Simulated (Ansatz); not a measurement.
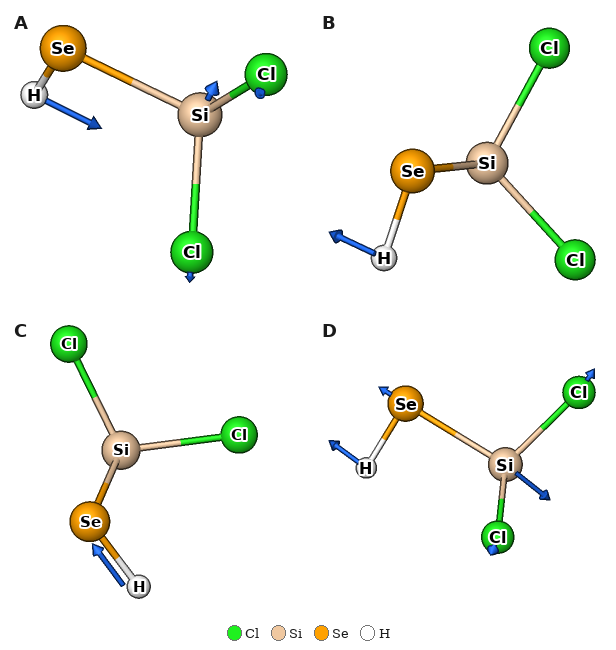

4 normal modes of one molecule or complex, as arrows. The species is neutral and a spin doublet. Harmonic vibrations computed with UKS PBE0-D4/def2-TZVP (Ansatz 0.2.0) at a stationary point of the same level.

Match the panels to the wavenumbers 211 cm⁻¹, 381 cm⁻¹, 561 cm⁻¹, 2437 cm⁻¹.

Answer. A: 561 cm⁻¹
B: 211 cm⁻¹
C: 2437 cm⁻¹, Se–H stretching
D: 381 cm⁻¹
